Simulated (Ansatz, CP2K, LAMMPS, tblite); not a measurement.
**Running amorphous poly(vinyl fluoride) (as short chains C22F10H36) at 300 K (136 atoms) with tblite**

How near does tblite come to plane waves for amorphous poly(vinyl fluoride) (as short chains C22F10H36) at 300 K (136 atoms)?

Method: the method is named at each step, in tblite 0.8.0.

### 1. The structure

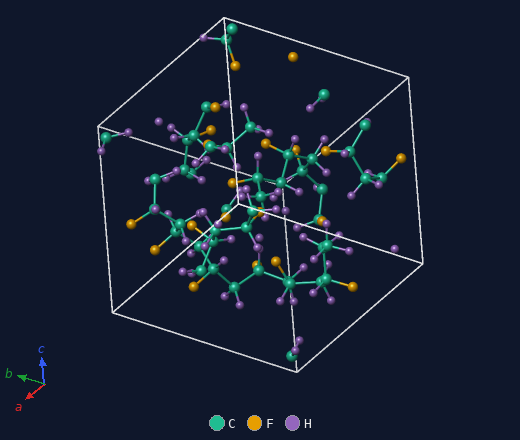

The starting structure, seen from a free direction (carbon teal, fluorine orange, hydrogen purple). Bonds to atoms that aren't drawn are left out. Some periodic images of atoms are drawn too.

The cell holds 136 atoms: 44 C, 20 F and 72 H. Its edges and angles: a = 10.781 Å, b = 10.781 Å, c = 10.781 Å, α = 90.0°, β = 90.0°, γ = 90.0°. 2 poly(vinyl fluoride) chains of 10 units with methyl end groups placed at random, at 1.3 g/cm³; overlaps pushed apart, then 20 ps at 800 K with MMFF94 bonds, angles, torsions, charges and radii (Halgren, J. Comput. Chem. 17, 490 (1996)) in harmonic and 12-6 forms. Snapshot after 30 ps at 300 K and fixed volume.

The yardstick, on the same geometry:

```
method                                           : Kohn-Sham DFT, PBE, PAW, plane waves (Ansatz 0.2.0); cutoff 420 eV, Γ point, fermi-dirac smearing of 0.05 eV; PAW set soft_2
r.m.s. force component                           : 0.9904 eV/Å
longest force                                    : 4.455 eV/Å
pressure                                         : 5.799 GPa
gap (highest filled to lowest empty level) : 6.168 eV
SCF cycles                                       : 9
time                                             : 14 s on 4 threads of Arm Neoverse V2, shared host
CPU time                                         : 51 s
```

### 2. GFN1-xTB

Method: GFN1-xTB tight binding, diagonalisation.

run.py reads:

```python
import numpy as np
from ase.io import read
from tblite.ase import TBLite

atoms = read("structure.xyz")
atoms.calc = TBLite(method="GFN1-xTB", electronic_temperature=580, accuracy=1.0, max_iterations=250, mixer_damping=0.4, verbosity=1)
energy = atoms.get_potential_energy()
forces = atoms.get_forces()
print(f"energy {energy:.6f} eV")
print("forces (eV/A)")
for i, (a, f) in enumerate(zip(atoms, forces)):
    print(f"{i:4d} {a.symbol:2s} {f[0]:10.5f} {f[1]:10.5f} {f[2]:10.5f}")
stress = -atoms.get_stress(voigt=False) * 160.21766
print("stress (GPa, compression positive)")
for row in stress:
    print(" ".join(f"{x:10.4f}" for x in row))
print("charges (e)")
print(np.array2string(atoms.get_charges(), precision=4, suppress_small=True, max_line_width=110, threshold=100000))
```

structure.xyz reads:

```xyz
136
Lattice="10.78108 0.00000 0.00000 0.00000 10.78108 0.00000 0.00000 0.00000 10.78108" Properties=species:S:1:pos:R:3 pbc="T T T"
C 2.48784 3.79009 1.28564
C 3.62654 3.17460 2.03762
C 4.60169 2.43642 1.00835
F 3.90685 1.38709 0.48806
C 5.74394 1.86815 1.69608
C 6.82065 2.95175 1.86782
F 6.33669 4.06005 2.51533
C 7.83364 2.30176 2.79618
C 8.62141 3.41706 3.53285
F 9.48325 2.86108 4.50929
C 9.39291 4.38078 2.69743
C 8.99023 5.85768 3.05396
F 9.61715 6.65052 2.13972
C 9.42439 6.26036 4.48320
C 9.26720 7.72594 4.78389
F 10.23847 8.34067 4.08042
C 7.97865 8.39286 4.24333
C 7.96495 9.87752 4.62605
F 9.18688 10.42477 4.29820
C 7.63236 9.94932 6.13821
C 7.32186 0.54768 6.63252
F 6.37205 1.07283 5.82351
C 6.86722 0.54541 8.12753
C 6.49474 1.93520 8.52579
F 6.74777 2.06264 9.84981
C 5.07433 2.34790 8.25626
C 4.93946 3.85769 7.93380
F 5.75419 4.54972 8.83747
C 5.30860 4.15449 6.43835
C 5.19217 5.62621 6.17368
F 6.42294 6.21896 6.41108
C 4.75370 5.84723 4.77074
H 2.79801 4.41054 0.46790
H 1.72411 4.29960 1.92787
H 1.89618 2.93342 0.89160
H 3.24812 2.45981 2.73085
H 4.14058 3.94318 2.68492
H 4.87865 3.05353 0.16700
H 5.56692 1.52250 2.71317
H 6.17379 1.05407 1.12802
H 7.14516 3.38095 0.90787
H 7.33437 1.67861 3.51916
H 8.42099 1.60929 2.19859
H 7.83084 3.88108 4.17778
H 9.18408 4.29680 1.57522
H 10.45970 4.20635 2.85914
H 7.94156 5.96884 2.90076
H 8.83337 5.70201 5.22214
H 10.42304 6.05045 4.73085
H 9.43582 7.98706 5.80065
H 7.80841 8.26197 3.19745
H 7.15605 7.78480 4.58455
H 7.19368 10.40223 3.99687
H 6.75047 9.28628 6.32526
H 8.55899 9.67257 6.68017
H 8.19136 1.24047 6.45948
[... 76 atom lines left out ...]
H 3.20295 8.30488 4.77893
H 2.48957 7.39108 6.85170
H 1.59366 8.79876 7.14592
H 1.19336 7.72896 5.77370
```

Launch:

```bash
> OMP_NUM_THREADS=1 python run.py > output.txt
```

Output:

```text
------------------------------------------------------------
  cycle        total energy    energy error   density error
------------------------------------------------------------
      1     -234.1281444110  -2.3588804E+02   5.5873240E-01
      2     -234.9068919407  -7.7874753E-01   3.3349940E-01
      3     -234.9238918136  -1.6999873E-02   5.9177595E-02
      4     -234.9321032196  -8.2114060E-03   5.2020471E-03
      5     -234.9327098913  -6.0667164E-04   1.4171002E-03
      6     -234.9327332062  -2.3314934E-05   2.3237778E-04
      7     -234.9327340720  -8.6582173E-07   3.8237020E-05
      8     -234.9327340852  -1.3242044E-08   7.3724525E-06
------------------------------------------------------------
 total:                                   1.950 sec
energy -6392.845317 eV
forces (eV/A)
   0 C    -2.18706   -0.82345    0.24038
   1 C     1.63749    0.86901   -0.44498
   2 C    -2.40390    1.27680    1.28194
   3 F    -0.89725   -0.57390   -0.49709
   4 C     1.98346    0.52329    1.04486
   5 C     0.01554   -0.66113   -0.02913
   6 F    -0.58390    0.27817    0.30914
   7 C     1.43235    0.72501   -0.38063
   8 C    -1.07661   -1.28396    1.39705
   9 F    -0.35427    0.09200   -0.89532
  10 C    -0.22324    1.26204   -1.31169
  11 C     1.77504   -1.14071    0.59067
  12 F     0.10151    0.30593   -0.14717
  13 C    -1.88037   -0.41849    0.22504
  14 C    -1.26050    0.63396   -2.05204
  15 F     1.70431    0.43236   -0.50024
  16 C     0.19652   -0.67063    0.66475
  17 C    -1.13799   -0.45971   -0.20839
  18 F    -0.67190    0.24467    0.50004
  19 C     0.61886   -0.33500   -0.29169
  20 C     0.98062    0.55457    0.67223
  21 F    -1.15187    0.46828   -0.19709
  22 C    -0.40619   -0.09884   -1.31547
  23 C    -0.31084    0.65893   -0.23875
[...]
128 H     0.74410    0.42856   -0.01315
 129 H    -0.61356    0.10637    0.06675
 130 H    -0.43051   -0.18181   -0.58631
 131 H     0.35953    0.35217   -0.08682
 132 H     0.94580   -0.73801   -1.31911
 133 H    -0.19214    0.63171   -0.24770
 134 H    -1.72600    2.05868    2.67225
 135 H    -0.15014    0.65102   -0.01506
stress (GPa, compression positive)
    2.6110    -0.7154     0.0124
   -0.7154     2.0516     0.5893
    0.0124     0.5893     1.8247
charges (e)
[-0.0766 -0.0623  0.2307 -0.2981 -0.0806  0.2178 -0.3001 -0.0885  0.2255 -0.3026 -0.0811  0.2306 -0.2759
 -0.0903  0.2371 -0.283  -0.0954  0.2365 -0.2846 -0.0881  0.2316 -0.2938 -0.0976  0.2435 -0.2966 -0.0875
  0.2203 -0.2926 -0.0886  0.242  -0.296  -0.1187  0.04    0.0345  0.0191  0.0288  0.0385  0.044   0.0493
  0.0597  0.0517  0.0635  0.0495  0.039   0.0497  0.057   0.0339  0.0517  0.0599  0.0282  0.0588  0.0475
  0.0395  0.0633  0.0446  0.0342  0.0492  0.0647  0.0382  0.0599  0.0502  0.0367  0.0568  0.0509  0.0359
  0.0439  0.0489  0.0523 -0.0892 -0.0631  0.2291 -0.2766 -0.0843  0.2323 -0.2969 -0.0902  0.2317 -0.3015
 -0.0929  0.2383 -0.2938 -0.0982  0.2241 -0.2939 -0.0866  0.2313 -0.2928 -0.0871  0.2323 -0.2958 -0.0817
  0.2345 -0.307  -0.0943  0.2371 -0.2817 -0.0884  0.2368 -0.3007 -0.1137  0.0442  0.0296  0.0192  0.0232
  0.0422  0.0198  0.0458  0.0652  0.0505  0.0603  0.0564  0.0384  0.0439  0.0531  0.0501  0.0769  0.0292
  0.043   0.0599  0.0555  0.046   0.0513  0.0626  0.0264  0.049   0.0656  0.0467  0.0627  0.0427  0.0335
  0.0581  0.0473  0.0325  0.0363  0.0647  0.0409]
```

Wall time 2.5 s (1 thread of Arm Neoverse V2, shared host); peak memory 0.17 GiB.

Banners, paths, timers and routine set-up lines are dropped from the logs unmarked, and long logs keep their key lines alone; longer cuts are marked.

Against the reference:

```yaml
r_m_s_force_component: 0.829 eV/Å
r_m_s_difference_of_force_components: 397.6 meV/Å
longest_difference_of_force_vectors: 1596 meV/Å
force_difference_over_r_m_s_force: 40.14 %
slope_of_forces_against_the_reference_s: 0.7698
correlation_of_force_components: 0.9196
pressure: 2.162 GPa
pressure_difference: -3.637 GPa
```

Length of the force difference by element (eV/Å):

| element | atoms | mean | most |
| --- | --- | --- | --- |
| C | 44 | 0.78 | 1.2 |
| F | 20 | 1.3 | 1.6 |
| H | 72 | 0.18 | 0.31 |

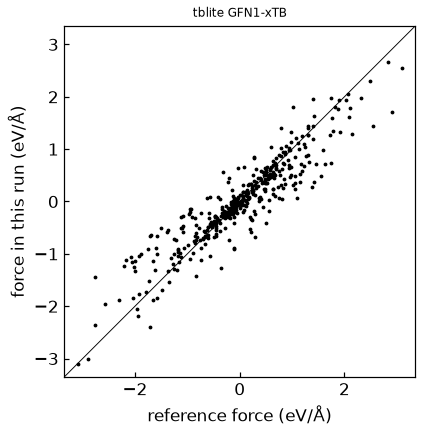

Force components against those of the reference; the line marks equality.

The surroundings of H46, picked at random, nearest first, numbered as they follow in the input and with coordinates relative to it.

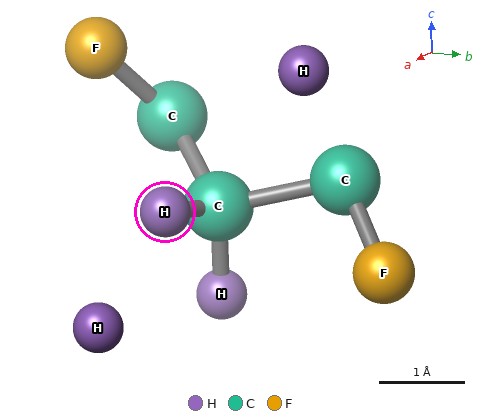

The atoms of the table, within 2.7 Å (arrows a, b, c point along x, y, z); some may hide others; the central atom is ringed.

| atom | x | y | z | distance (Å) | bonds | Mulliken charge (e) | Fx | Fy | Fz (eV/Å) |
| --- | --- | --- | --- | --- | --- | --- | --- | --- | --- |
| H46 | 0.00 | 0.00 | 0.00 | 0.00 | 1 | 0.06 | -0.04 | 0.17 | -0.06 |
| C11 | -1.07 | 0.17 | -0.16 | 1.09 | 4 | -0.08 | -0.22 | 1.26 | -1.31 |
| H45 | -1.28 | 0.09 | -1.28 | 1.81 | 1 | 0.05 | 0.26 | -0.15 | 1.43 |
| C9 | -1.84 | -0.79 | 0.67 | 2.11 | 4 | 0.23 | -1.08 | -1.28 | 1.40 |
| C12 | -1.47 | 1.65 | 0.19 | 2.22 | 4 | 0.23 | 1.78 | -1.14 | 0.59 |
| H34 | 2.05 | 0.09 | -0.93 | 2.25 | 1 | 0.03 | 1.01 | 0.01 | -0.31 |
| F10 | -0.98 | -1.35 | 1.65 | 2.34 | 1 | -0.30 | -0.35 | 0.09 | -0.90 |
| H49 | -0.04 | 1.84 | 1.87 | 2.63 | 1 | 0.06 | 1.59 | -0.56 | -0.19 |
| F13 | -0.84 | 2.44 | -0.72 | 2.68 | 1 | -0.28 | 0.10 | 0.31 | -0.15 |

Atoms are counted from 1 here, from 0 in the log.

Forces lie 40 % from the reference's, at 0.048 times its CPU time (on 1 against 4 cores).

### 3. What came out

```yaml
force_difference_from_the_reference: tblite GFN1-xTB, 40 %
its_cpu_time: 2.5 s
```

What this shows: Tight binding differs by 40 % (tblite GFN1-xTB); it is another model, with fitted parameters of its own, and the xTB methods hold dispersion. One electronic-structure run takes under half the reference's CPU time: tblite GFN1-xTB, at 40 % in 2.5 s against 51 s; its pressure misses by -3.6 GPa. Periodic xTB results under one method name differ between programs and library versions. The network of contacts between molecules at the start is that of the classical potential that made the cell, and needn't be the one that DFT or experiment would give. The reference's PBE has no dispersion term, which matters for the binding between molecules or layers. The density was typed from a rule of thumb and may lie off the real one at this temperature. The electronic-structure runs sample only Γ, in a cell whose shortest periodic width is 11 Å.

[Also dropped from logs without a mark: logging warnings of Python, and SIESTA's first energy breakdown and zero terms.]

[Logs are printed without paths, hosts, clocks, repeated set-up lines and the standing remarks that a program may print on its own settings, such as how far it seeks lower states.]

[Hosts, paths, dates, database ids (printed as entryN), source tags and the programs' standing remarks are cut or masked in the printed files.]

[The MMFF94 radii named for the starting cell were scaled by 0.96; in molecules described by MMFF94, hydrogen bound to N, O or S took a small fixed 12-6 site in their place.]
